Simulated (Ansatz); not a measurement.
# SrTl (CsCl type): the equilibrium volume

Aim: the volume at which the pressure of SrTl (CsCl type) vanishes.

Program: Ansatz 0.2.0. Level of theory: DFT PBEsol, scalar-relativistic, plane waves, PAW. These are calculated values, not measurements.

1 further run of the same task is left out (it didn't finish).

## Step 1: The structure to begin with

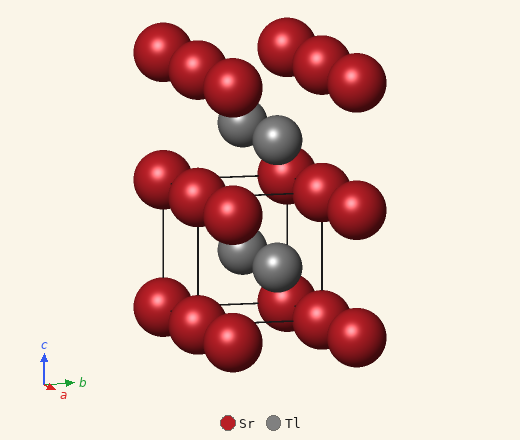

The starting structure, seen slightly off an axis (strontium red, thallium grey). 2×1×2 cells are drawn. Atoms on the faces are drawn again on the opposite ones.

As a file:

```cif
data_structure
_symmetry_space_group_name_H-M 'P 1'
_symmetry_Int_Tables_number 1
_cell_length_a 4.0454
_cell_length_b 4.0454
_cell_length_c 4.0454
_cell_angle_alpha 90.000
_cell_angle_beta 90.000
_cell_angle_gamma 90.000
_cell_volume 66.20
loop_
_atom_site_label
_atom_site_type_symbol
_atom_site_fract_x
_atom_site_fract_y
_atom_site_fract_z
_atom_site_occupancy
Sr1 Sr 0.00000 0.00000 0.00000 1
Tl1 Tl 0.50000 0.50000 0.50000 1
```

## Step 2: The first run

input.yaml

```yaml
crystal:
  lattice:
    - [4.0453970772, 0.0, 0.0]
    - [0.0, 4.0453970772, 0.0]
    - [0.0, 0.0, 4.0453970772]
  atoms:
    - { symbol: Sr, position: [0.0, 0.0, 0.0] }
    - { symbol: Tl, position: [0.5, 0.5, 0.5] }
basis:
  ecutwfc: 420
  ecutrho_ratio: 4
kpoints:
  mp_grid: { grid: [8, 8, 8] }
hamiltonian:
  xc: pbesol
scf:
  occupations: { method: gaussian, width: 0.05 }
output:
  forces: true
  stress: true
  eigenvalues: true
```

Started as:

```bash
ansatz run input.yaml --threads 8 --pin off --max-ram 15360MiB --backend cpu --events-out ev --progress --plain --runs-dir out
```

The program printed (excerpt; [...] marks lines left out):

```text
Warning: RAYON_NUM_THREADS=8 ignored (pool sized by the plan → 8); use --threads N
[...]
Pseudopotentials: kind: paw
Pseudopotential: Sr, paw, valence charge 10, recommended cutoff 420 eV (normal), Sr.paw.azcp
Pseudopotential: Tl, paw, valence charge 13, recommended cutoff 420 eV (normal), Tl.paw.azcp
Functional definition: PBEsol
[...]
Crystal: 2 atoms, lattice volume = 66.204 Å³
Basis set: ecut = 420 eV, 1309 PW (Γ), exchange–correlation on 60×60×60 points (8 copies of the dense FFT grid, shifted against one another)
Bands: 16, of which v1, the nominal top of the filled ones, is band 12 counted from 1 (11 counted from 0)
Symmetry: 48 space group operations
Space group: Pm-3m (ITA 221), of the structure as read, at distance tolerance 4.0e-5 Å
k-points: 35 of 512
[...]
SCF iter   1: F=—  HF=-14788.834021 eV  |F-HF|=—  |Δ(HF+E_count)|=         —  Δρ=1.97e-3  dr2=1.91e-3  ethr=1.77e-3  ⟨swp⟩=8.6  Hψ=3560  notcnv=0
[...]
SCF iter   6: F=-14788.834888 eV  HF=-14788.834888 eV  |F-HF|=1.01e-8  |Δ(HF+E_count)|=   1.50e-7  Δρ=4.49e-6  dr2=1.80e-8  ethr=4.35e-10  ⟨swp⟩=7.8  Hψ=2887  notcnv=0
[...]
SCF converged after 6 iterations
Free energy (F): -14788.834888 eV
[...]
E sigma→0 (E₀):  -14788.834068 eV
Entropy (-TS):   -0.001640 eV (-0.820 meV/atom)
Fermi energy:    8.787476 eV
[...]
--- Forces (eV/Å), atoms counted from 1 ---
  atom   1  Sr     0.00000000    -0.00000000    -0.00000000
  atom   2  Tl     0.00000000     0.00000000    -0.00000000
[...]
--- Stress (GPa, compression-positive) ---
       -0.558845       0.000000       0.000000
        0.000000      -0.558845       0.000000
        0.000000       0.000000      -0.558845
  P = ⅓ Tr σ = -0.5588 GPa (-5.588 kbar)
--- Band table (eV; the first three rows and the last of 35) ---
  k-point 0: bands = ["-26.9117", "-8.8821", "-8.8821", "-8.8821", "-2.6321", "-2.6321", "-2.5158", "-2.5158", "-2.5158", "0.9239", "10.0263", "10.0263", "11.6291", "11.6291", "11.6291", "13.0914"]
[...]
```

Wall time 0.54 s (8 threads of AMD EPYC 7R43 (Zen 3), shared host); peak memory 0.42 GiB.

In short: volume 33.102 Å³/atom, pressure -0.56 GPa, metallic.

## Step 3: Stepping to 32.970 Å³/atom

Edit input.yaml of step 2 so:

```diff
@@ -2,5 +2,5 @@
   lattice:
-    - [4.0453970772, 0.0, 0.0]
-    - [0.0, 4.0453970772, 0.0]
-    - [0.0, 0.0, 4.0453970772]
+    - [4.0399960066, 0.0, 0.0]
+    - [0.0, 4.0399960066, 0.0]
+    - [0.0, 0.0, 4.0399960066]
   atoms:
```

Started as:

```bash
ansatz run input.yaml --threads 8 --pin off --max-ram 15360MiB --backend cpu --events-out ev --progress --plain --runs-dir out
```

The program printed (excerpt; [...] marks lines left out):

```text
Warning: RAYON_NUM_THREADS=8 ignored (pool sized by the plan → 8); use --threads N
[...]
Pseudopotentials: kind: paw
Pseudopotential: Sr, paw, valence charge 10, recommended cutoff 420 eV (normal), Sr.paw.azcp
Pseudopotential: Tl, paw, valence charge 13, recommended cutoff 420 eV (normal), Tl.paw.azcp
Functional definition: PBEsol
[...]
Crystal: 2 atoms, lattice volume = 65.939 Å³
Basis set: ecut = 420 eV, 1309 PW (Γ), exchange–correlation on 60×60×60 points (8 copies of the dense FFT grid, shifted against one another)
Bands: 16, of which v1, the nominal top of the filled ones, is band 12 counted from 1 (11 counted from 0)
Symmetry: 48 space group operations
Space group: Pm-3m (ITA 221), of the structure as read, at distance tolerance 4.0e-5 Å
k-points: 35 of 512
[...]
SCF iter   1: F=—  HF=-14788.834955 eV  |F-HF|=—  |Δ(HF+E_count)|=         —  Δρ=1.98e-3  dr2=1.94e-3  ethr=1.77e-3  ⟨swp⟩=8.8  Hψ=3578  notcnv=0
[...]
SCF iter   6: F=-14788.835717 eV  HF=-14788.835717 eV  |F-HF|=1.66e-9  |Δ(HF+E_count)|=   1.02e-7  Δρ=2.97e-6  dr2=6.85e-9  ethr=4.35e-10  ⟨swp⟩=7.7  Hψ=2762  notcnv=0
[...]
SCF converged after 6 iterations
Free energy (F): -14788.835717 eV
[...]
E sigma→0 (E₀):  -14788.834873 eV
Entropy (-TS):   -0.001688 eV (-0.844 meV/atom)
Fermi energy:    8.832659 eV
[...]
--- Forces (eV/Å), atoms counted from 1 ---
  atom   1  Sr    -0.00000000     0.00000000     0.00000000
  atom   2  Tl     0.00000000     0.00000000     0.00000000
[...]
--- Stress (GPa, compression-positive) ---
       -0.445182       0.000000       0.000000
       -0.000000      -0.445182       0.000000
        0.000000       0.000000      -0.445182
  P = ⅓ Tr σ = -0.4452 GPa (-4.452 kbar)
--- Band table (eV; the first three rows and the last of 35) ---
  k-point 0: bands = ["-26.8576", "-8.8282", "-8.8282", "-8.8282", "-2.5914", "-2.5914", "-2.4734", "-2.4734", "-2.4734", "0.9547", "10.0702", "10.0702", "11.6851", "11.6851", "11.6851", "13.1741"]
[...]
```

Run time: 0.55 s. Hardware: 8 threads of AMD EPYC 7R43 (Zen 3), shared host; peak memory 0.43 GiB.

Result: volume 32.970 Å³/atom, pressure -0.45 GPa, no gap.

## Step 4: Stepping to 32.477 Å³/atom

Edit input.yaml of step 3 so:

```diff
@@ -2,5 +2,5 @@
   lattice:
-    - [4.0399960066, 0.0, 0.0]
-    - [0.0, 4.0399960066, 0.0]
-    - [0.0, 0.0, 4.0399960066]
+    - [4.0197968462, 0.0, 0.0]
+    - [0.0, 4.0197968462, 0.0]
+    - [0.0, 0.0, 4.0197968462]
   atoms:
```

Started as:

```bash
ansatz run input.yaml --threads 8 --pin off --max-ram 15360MiB --backend cpu --events-out ev --progress --plain --runs-dir out
```

The program printed (excerpt; [...] marks lines left out):

```text
Warning: RAYON_NUM_THREADS=8 ignored (pool sized by the plan → 8); use --threads N
[...]
Pseudopotentials: kind: paw
Pseudopotential: Sr, paw, valence charge 10, recommended cutoff 420 eV (normal), Sr.paw.azcp
Pseudopotential: Tl, paw, valence charge 13, recommended cutoff 420 eV (normal), Tl.paw.azcp
Functional definition: PBEsol
[...]
Crystal: 2 atoms, lattice volume = 64.955 Å³
Basis set: ecut = 420 eV, 1309 PW (Γ), exchange–correlation on 54×54×54 points (8 copies of the dense FFT grid, shifted against one another)
Bands: 16, of which v1, the nominal top of the filled ones, is band 12 counted from 1 (11 counted from 0)
Symmetry: 48 space group operations
Space group: Pm-3m (ITA 221), of the structure as read, at distance tolerance 4.0e-5 Å
k-points: 35 of 512
[...]
SCF iter   1: F=—  HF=-14788.836465 eV  |F-HF|=—  |Δ(HF+E_count)|=         —  Δρ=1.99e-3  dr2=1.97e-3  ethr=1.77e-3  ⟨swp⟩=8.4  Hψ=3581  notcnv=0
[...]
SCF iter   6: F=-14788.837107 eV  HF=-14788.837107 eV  |F-HF|=2.64e-8  |Δ(HF+E_count)|=   8.34e-8  Δρ=5.37e-6  dr2=3.23e-8  ethr=4.35e-10  ⟨swp⟩=7.7  Hψ=2752  notcnv=0
[...]
SCF converged after 6 iterations
Free energy (F): -14788.837107 eV
[...]
E sigma→0 (E₀):  -14788.836122 eV
Entropy (-TS):   -0.001970 eV (-0.985 meV/atom)
Fermi energy:    9.004922 eV
[...]
--- Forces (eV/Å), atoms counted from 1 ---
  atom   1  Sr    -0.00000000     0.00000000     0.00000000
  atom   2  Tl    -0.00000000     0.00000000     0.00000000
[...]
--- Stress (GPa, compression-positive) ---
       -0.006109       0.000000       0.000000
        0.000000      -0.006109       0.000000
        0.000000       0.000000      -0.006109
  P = ⅓ Tr σ = -0.0061 GPa (-0.061 kbar)
--- Band table (eV; the first three rows and the last of 35) ---
  k-point 0: bands = ["-26.6533", "-8.6248", "-8.6248", "-8.6248", "-2.4373", "-2.4373", "-2.3127", "-2.3127", "-2.3127", "1.0713", "10.2363", "10.2363", "11.8978", "11.8978", "11.8978", "13.4878"]
[...]
```

It took 0.51 s on 8 threads of AMD EPYC 7R43 (Zen 3), shared host; peak memory 0.43 GiB.

This gives: volume 32.477 Å³/atom, pressure -0.01 GPa, no gap.

## Step 5: Pressure against volume so far

| step | level | mesh | relaxed | volume (Å³/atom) | pressure (GPa) |
| --- | --- | --- | --- | --- | --- |
| 2 | PBEsol | 8×8×8 | nothing | 33.102 | -0.56 |
| 3 | PBEsol | 8×8×8 | nothing | 32.970 | -0.45 |
| 4 | PBEsol | 8×8×8 | nothing | 32.477 | -0.01 |

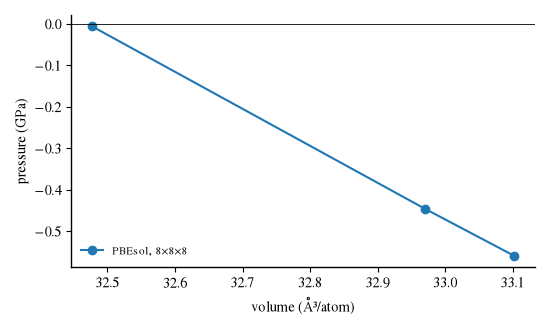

Pressure against volume, run by run.

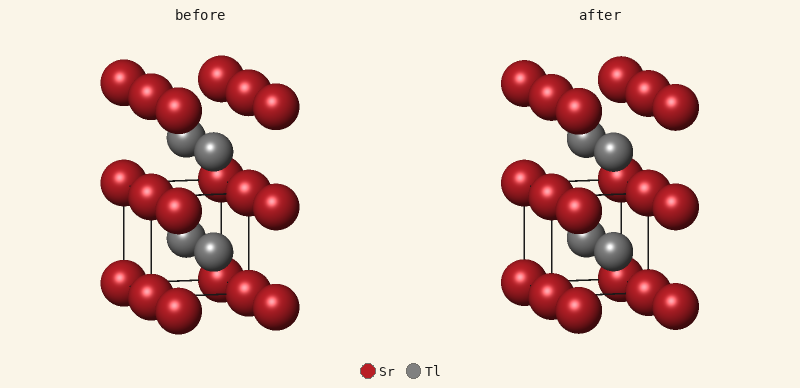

Before and after, drawn at the same scale.

How the cell compares, before and after:

| cell as typed | before | after | change |
| --- | --- | --- | --- |
| a (Å) | 4.045 | 4.020 | -0.6 % |
| b (Å) | 4.045 | 4.020 | -0.6 % |
| c (Å) | 4.045 | 4.020 | -0.6 % |
| volume (Å³/atom) | 33.102 | 32.477 | -1.9 % |
| shortest distance (Å) | 3.503 | 3.481 | -0.6 % |
| space group | Pm-3m | Pm-3m | same |

## Step 6: Results

```
         quantity                                                                      value
           volume                                                             32.477 Å³/atom
         pressure                                                                  -0.01 GPa
conventional cell  a = 4.020 Å, b = 4.020 Å, c = 4.020 Å, α = 90.00°, β = 90.00°, γ = 90.00°
  gap on the mesh                                                               none (metal)
```

What this shows: Over the 3 runs shown the cell moved from 33.10 to 32.48 Å³/atom, a change of -1.9 %, where the pressure is zero within 0.01 GPa. Spin–orbit coupling is left out, though the cell holds Tl; in elements this heavy it can shift levels and gaps by tenths of an eV.
